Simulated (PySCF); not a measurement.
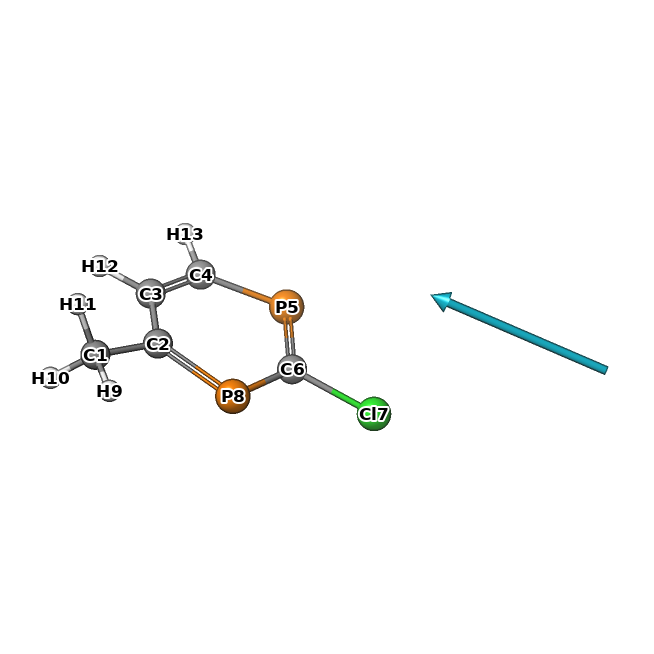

The arrow beside the molecule shows the direction of the dipole moment, from the negative to the positive end (its length means nothing). Computed geometry: GFN2-xTB optimisation. No frequency run is at hand to confirm it as a minimum. Properties computed with CAM-B3LYP/def2-SVPD, gas phase (PySCF 2.14.0).

### How large is the dipole moment?

3.44 D; it points from the side of Cl7 to the side of H10, H11 (the outermost atoms at the two ends).

The geometry is semi-empirical. Around P such bond lengths and angles can be off by a tenth of an ångström or more and by several degrees, and values that hang on the shape move with them.
